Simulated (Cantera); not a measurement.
Charge: 1 mol SiHCl3, 25 mol N2, 0.22 mol H2, at 0.430 bar.

These are equilibrium values from Cantera (NASA tables, ideal gas, pure condensed phases), not measurements of a reactor. Candidate condensed phases: NH4Cl, Si, Si3N4; 28 gas species. N2 is the only nitrogen source here; it is nearly inert below about 1500 K, so the nitride shown seldom forms there in practice. The tables' values for SiCl3, SiCl are old estimates; treat these amounts as uncertain. Rates play no part.

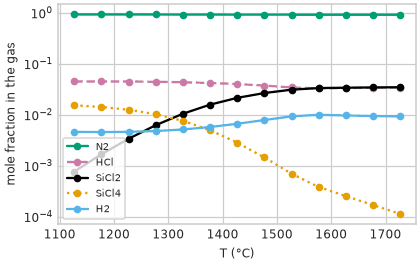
Fig. 1. Equilibrium gas composition (values under 1e-9 drawn at 1e-9)

Problem. Read off the mole fractions at 1727 °C.

Solution. N2 about 0.92, SiCl2 about 0.035, HCl about 0.034, H2 about 0.0093, SiCl4 about 0.00011.
